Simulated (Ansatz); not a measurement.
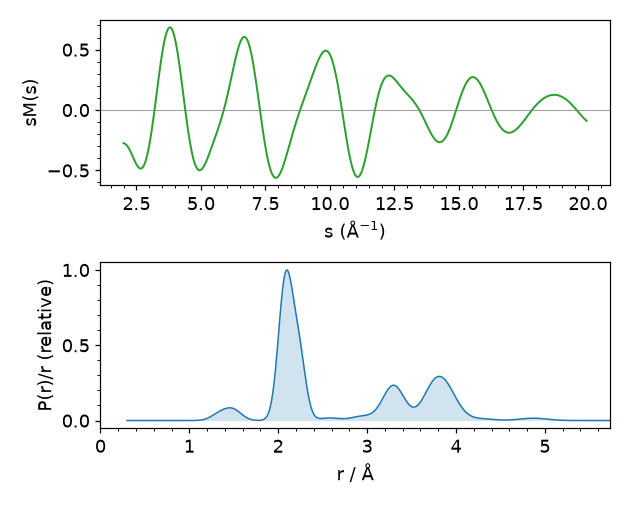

Simulated gas electron diffraction: reduced molecular intensity sM(s) from the Debye equation in the first Born approximation (top) and the radial distribution curve (bottom) of ClH₃SSi₂. Each pair of atoms contributes with weight ZᵢZⱼ/r; damping constant 0.0015 Å²; vibrational amplitudes assumed, not computed: 0.05 Å for bonds, 0.078 Å for bonds to H, 0.06 + 0.015 r up to 0.15 Å for other pairs. The geometry is the end point of an optimisation (RKS BHLYP/def2-SVP (Ansatz 0.2.0)); it may be a saddle point or a higher isomer.

Read the positions of the first 4 clear peaks and name the main pairs (– for bonds).

Peak 1, 1.45 Å: S–H 1.34 Å, Si–H 1.49 Å (×2), not resolved
Peak 2, 2.10 Å: Cl–Si 2.06 Å, S–Si 2.12 Å, Si–Si 2.24 Å, not resolved
Peak 3, 3.30 Å: Cl···S 3.30 Å; in its flanks Si···H 2.93–2.96 Å
Peak 4, 3.81 Å: Cl···Si 3.75 Å, S···Si 3.89 Å, not resolved
